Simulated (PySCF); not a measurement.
The calculation's input:

```
{"job": {"kind": "nmr", "xc": "PBE0", "basis": "pcSseg-1", "pop": false}, "charge": 0, "multiplicity": 1}
C     -3.411249    -0.298911    -0.630557
C     -2.317960     0.312034    -0.183533
C     -0.995311    -0.255794    -0.262146
C      0.094362     0.370054     0.190090
O      1.325907    -0.183551     0.105084
B      2.465126     0.393297     0.536962
N      3.724231    -0.329368     0.376801
H     -3.365470    -1.274213    -1.086204
H     -4.385759     0.151268    -0.557624
H     -2.388522     1.291830     0.270567
H     -0.897110    -1.234232    -0.710768
H      0.045285     1.354315     0.648204
H      2.454033     1.464657     1.037390
H      3.929077    -0.540961    -0.591980
H      3.723358    -1.220424     0.857715
```

Launched as:

```sh
OMP_NUM_THREADS=1 python ens_run.py task.json out
```

Geometry: GFN2-xTB.

Computed with PySCF, PBE0/pcSseg-1, SCF density, gas phase, non-relativistic.

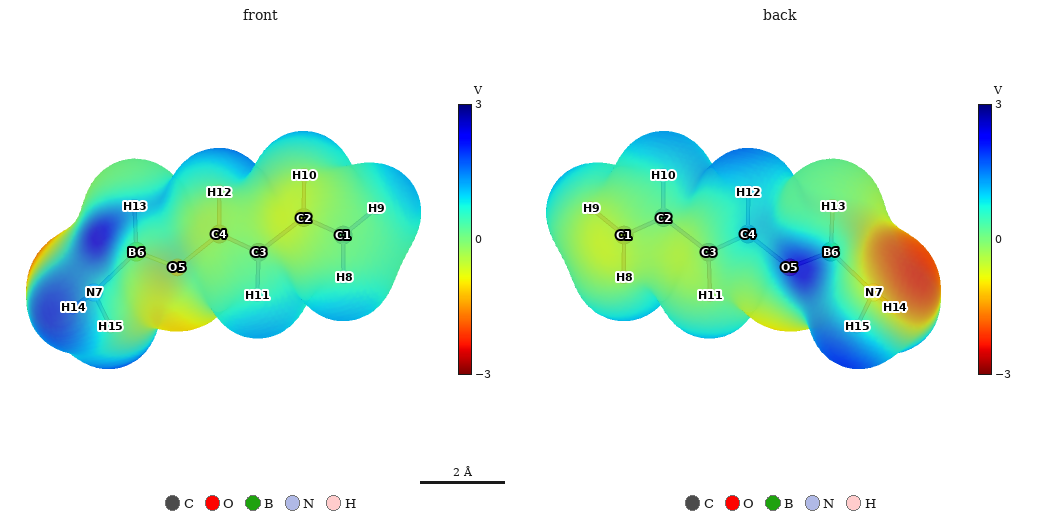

C₄H₈BNO. The molecular electrostatic potential painted on the density surface at 0.004 e/bohr³, seen from the front and from behind; the colour scale runs from red (negative) to blue (positive).

Describe the electrostatic potential map.

The most negative region (about −2.2 V) lies over N7, the most positive (about +2.2 V) over B6. N7 is the likeliest acceptor of a hydrogen bond.
